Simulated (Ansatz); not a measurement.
# CH5Al (AlH2Me): methods side by side

CH5Al: 7 atoms, total charge 0, spin state singlet. As SMILES, `[H][Al]([H])[CH3]`. Geometry: a GFN2-xTB relaxation, a rough one for these elements and not checked as a minimum.

```csv
atom,x (Å),y (Å),z (Å)
Al,0.5322,0.9260,-0.0028
H,2.0796,1.0307,0.0395
H,-0.1571,2.3156,-0.0328
C,-0.4568,-0.7945,-0.0027
H,-0.5786,-1.2238,-1.0051
H,-1.4692,-0.6903,0.4088
H,0.0499,-1.5636,0.5952
```

Quantity: the vertical energy of the triplet above the singlet, in eV. The values are calculated.

| level | kind | program | value (eV) | less FCI/STO-3G |
| --- | --- | --- | --- | --- |
| SVWN5/STO-3G | LDA | Ansatz | 7.39 | -0.90 |
| revPBE/STO-3G | GGA | Ansatz | 7.45 | -0.84 |
| r2SCAN/STO-3G | meta-GGA | Ansatz | 7.61 | -0.68 |
| B3LYP/STO-3G | global hybrid | Ansatz | 7.84 | -0.45 |
| r2SCAN0/STO-3G | hybrid meta-GGA | Ansatz | 7.89 | -0.40 |
| CAM-B3LYP/STO-3G | range-separated hybrid | Ansatz | 8.03 | -0.26 |
| B2PLYP/STO-3G | double hybrid | Ansatz | 8.20 | -0.09 |
| BCCD(T)/STO-3G | coupled cluster or CI | Ansatz | 8.30 | +0.01 |
| FCI/STO-3G | exact in the basis | Ansatz | 8.29 | 0.00 |

FCI/STO-3G is exact within its basis and frozen core, so for wave-function methods in that basis the difference is their error; functionals converge differently with the basis, so for them it is only a difference. The values span 7.39 to 8.30 eV. A triplet this far above the singlet is often a Rydberg-like or dissociative state; sets without diffuse functions put Rydberg states too high. All rows use very small basis sets, so even the best lies far from the true value.

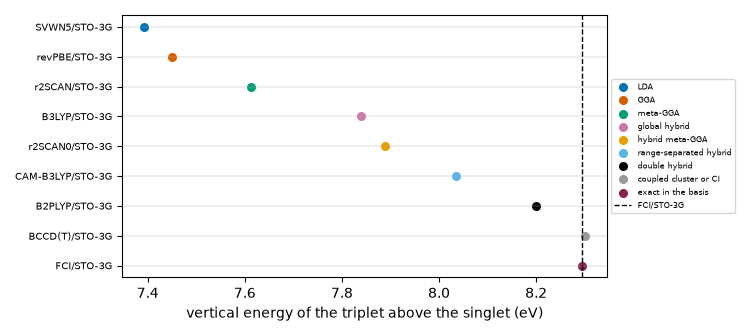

The values of the table, level by level.
